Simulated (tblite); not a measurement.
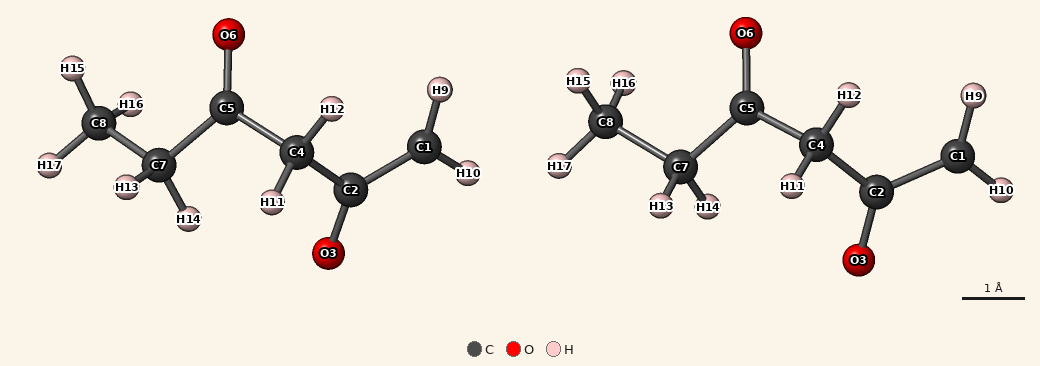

Two geometries of C6H9O2 (multiplicity 2), drawn at one scale. One is the start of a relaxation, the other its converged end. A ball-and-stick model, seen from a free direction.

All numbers below come from GFN2-xTB geometry optimisation, gas phase in tblite. 

Which geometry has the lower energy?

Answer. The left one is the relaxed one. Over 124 geometry steps the energy falls by 18.9 kJ/mol. The atom that moves furthest after the best rigid fit is H16 (0.59 Å). By element the largest moves are H 0.59 Å, C 0.32 Å, O 0.29 Å. Among the contacts that change: C1–C2 1.460 → 1.408 Å, C5–O6 1.231 → 1.202 Å, C2–C4 1.504 → 1.531 Å, C8–H16 1.107 → 1.087 Å. Bond angles that change, for instance: C2–C4–C5 111.9° → 105.7°, C1–C2–O3 118.7° → 124.1°, H11–C4–H12 107.1° → 111.2°. Groups turn about C5–C7 by about 20°. The run took 0.76 s on 1 thread of Arm Neoverse V1, on a shared host.
